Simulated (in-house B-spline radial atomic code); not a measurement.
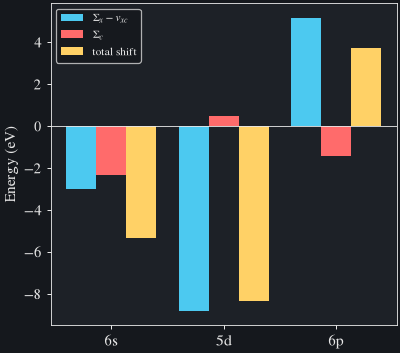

**Figure 1.** Parts of the G₀W₀ correction to each level for Bi³⁺ ([Xe] 4f¹⁴ 5d¹⁰ 6s²). All-electron spherical atom, scalar X2C, PBEsol start, no spin-orbit coupling, Breit or QED terms; computed with a B-spline radial code. The quasi-particle equation is solved at full frequency; levels of low quasi-particle weight Z are left out. Σ columns are in eV, and Σc holds an estimate for the angular momenta beyond the basis. G₀W₀ moves the highest occupied level, 6s, from −40.00 to −45.37 eV (renormalisation factor Z = 0.95). The empty level 6p goes from −27.67 to −23.99 eV.

```
Level  Mean field (eV)  Σx − vxc (eV)  Σc (eV)     Z  G₀W₀ (eV)
   6s           −40.00          −3.01    −2.36  0.95     −45.37
   5d           −54.78          −8.83     0.46  0.91     −63.15
   6p           −27.67           5.15    −1.47  0.96     −23.99
```

**RPA and GW calculation for Bi³⁺**

System: Bi³⁺, configuration [Xe] 4f14 5d10 6s2.
Method: RPA, second-order and SOSEX correlation energies and G0W0 (contour deformation) on a scalar-relativistic (spin-free one-electron X2C) mean field, all electrons, B-spline basis (in-house B-spline radial atomic code).

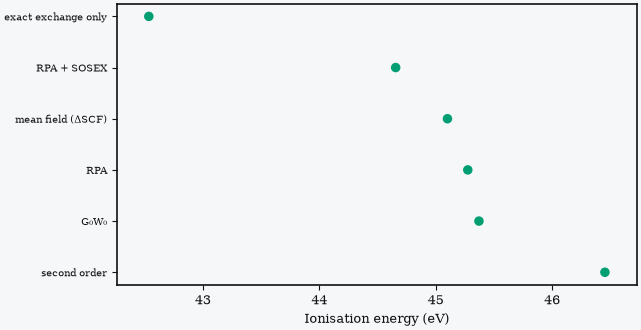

**Figure 2.** The ionisation energy of Bi³⁺ ([Xe] 4f¹⁴ 5d¹⁰ 6s² → [Xe] 4f¹⁴ 5d¹⁰ 6s) across levels of theory. Differences of total energies, each species on its own start, beside the G₀W₀ level. The values run from 42.54 eV (exact exchange only) to 46.45 eV (second order).

| Method | Ionisation energy (eV) |
| --- | --- |
| mean field (ΔSCF) | 45.10 |
| exact exchange only | 42.54 |
| second order | 46.45 |
| RPA | 45.28 |
| RPA + SOSEX | 44.66 |
| G₀W₀ | 45.37 |

These pictures come from the run below.

The input:
```
Z = 83
electrons = 80.0
configuration = [Xe] 4f14 5d10 6s2
hamiltonian = x2c
method = pbesol
lmax = 9
rms_radius = 5.5211
spin_polarised = False
box_radius = 14.14
intervals = 68
ion_configuration = [Xe] 4f14 5d10 6s1
```

The run was one of a batch that the task file lists, launched with:
```bash
python <driver script> task.json out
```

The program writes its results to a structured record and prints no log; tables and figures of this report are taken from that record.

Results in brief:

```tsv
quantity	value
outcome	converged
mean-field total energy	−21527.67163 hartree
total energy with exact exchange alone	−21527.66386 hartree
exact exchange energy	−396.64726 hartree
RPA correlation, extrapolated in the angular momentum of the empty orbitals	−7.29796 hartree
RPA correlation, as summed	−7.09988 hartree
direct second-order term	−8.34781 hartree
second-order exchange term	2.05734 hartree
SOSEX term	1.92790 hartree
hardware	1 thread of Arm Neoverse N1, 60 GiB of memory available, shared host
wall time	25 s
```

Notes:

Limits: spin-orbit coupling, Breit and QED terms are absent.
